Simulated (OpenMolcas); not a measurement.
```
&GATEWAY
Basis set
V.ANO-RCC-VDZP.
V1 0.0 0.0 0.0 Angstrom
End of basis
Basis set
F.ANO-RCC-VDZP.
L1 1.228024 1.228024 1.228024 Angstrom
L2 1.228024 1.228024 -1.228024 Angstrom
L3 1.228024 -1.228024 1.228024 Angstrom
L4 1.228024 -1.228024 -1.228024 Angstrom
End of basis
Basis set
Ca.EMB-AIMP.Pascual.0s.0s.ECP.CaF2.
PseudoCharge
* 21 symmetry-unique lattice sites within 7.6 angstrom
End of basis
Basis set
F.EMB-AIMP.Pascual.0s.0s.ECP.CaF2.
PseudoCharge
* 40 symmetry-unique lattice sites within 7.6 angstrom
End of basis
Symmetry
XYZ
AngMom=0.0 0.0 0.0
AMFI
RICD
XField
1348 Angstrom 0
* Evjen-weighted lattice charges
&SEWARD
&RASSCF
FileOrb=start.orb
Symmetry=1
Spin=4
nActEl=3 0 0
Inactive=23 26
Ras2=5 0
CIRoot=10 10 1
SDav=10
CIMx=300
Iter=150 100
PrWF=0.3
OrbListing=Nothing
MaxOrb=0
LevShft=1.0
>>> COPY $Project.JobIph JOB001
&RASSCF
FileOrb=start.orb
Symmetry=1
Spin=2
nActEl=3 0 0
Inactive=23 26
Ras2=5 0
CIRoot=40 40 1
SDav=40
CIMx=300
Iter=150 100
PrWF=0.3
OrbListing=Nothing
MaxOrb=0
LevShft=1.0
>>> COPY $Project.JobIph JOB002
&RASSI
NrOfJobIphs=2 10 40
1 2 3 4 5 6 7 8 9 10
1 2 3 4 5 6 7 8 9 10 11 12 13 14 15 16 17 18 19 20 21 22 23 24 25 26 27
28 29 30 31 32 33 34 35 36 37 38 39 40
IphNames
JOB001
JOB002
EJob
SpinOrbit
DIPRint=1.0
SOCoupling=1000.0
Subsets=2
Property=9
'ANGMOM' 1 'ANGMOM' 2 'ANGMOM' 3 'MLTPL  1' 1 'MLTPL  1' 2 'MLTPL  1' 3
'AMFI' 1 'AMFI' 2 'AMFI' 3
SOProperty=3
'ANGMOM' 1 'ANGMOM' 2 'ANGMOM' 3
```

Run as:
```bash
OMP_NUM_THREADS=1 MOLCAS_MEM=2457 MOLCAS_PROJECT=a pymolcas a.inp > a.log  # once for each step of the input, in one work folder
```

Level of the calculation: state-averaged CASSCF, active space 3 electrons in the shell 3d, basis ANO-RCC-VDZP on all atoms, DKH2 scalar Hamiltonian, spin-orbit coupling by RASSI with atomic mean-field integrals (OpenMolcas).

V²⁺ (3d³) as a dopant in CaF₂, a cluster with its 8 nearest F⁻ at 2.127 Å (cube) embedded in model potentials and point charges; the geometry was set, not optimised. The cluster and the levels that result:

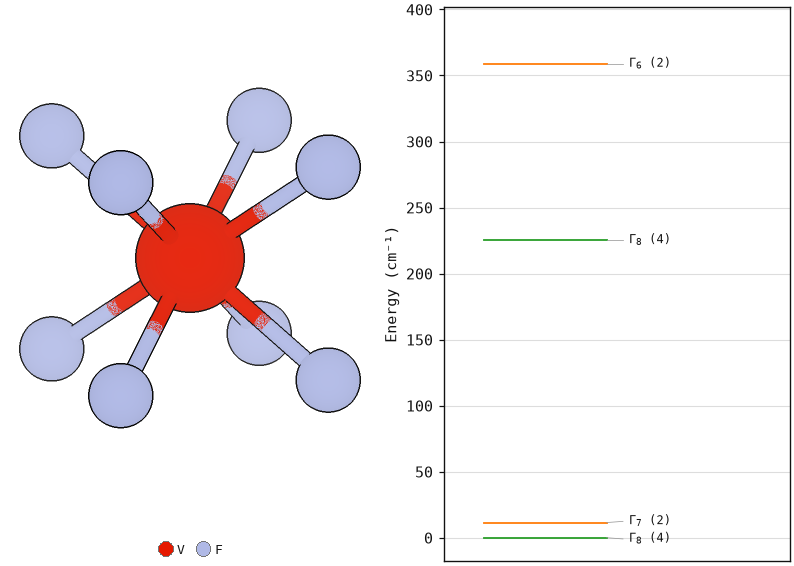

Labels give the representation in O, Td, D4 or D3 as the site allows (double group for half-integer spin) where it could be assigned and, in brackets, the degeneracy; spin-free states, where drawn, share the zero of the spin-orbit levels.

The ground level is Γ₈, 4-fold degenerate, 100 % from states of spin multiplicity 4. The next level lies at 11 cm⁻¹ (Γ₇). The active orbitals hold 94 to 97 % metal character (Löwdin), and the Mulliken charge of the metal is +1.78.

Known limits: the geometry is set by hand, with no relaxation and no charge compensation.
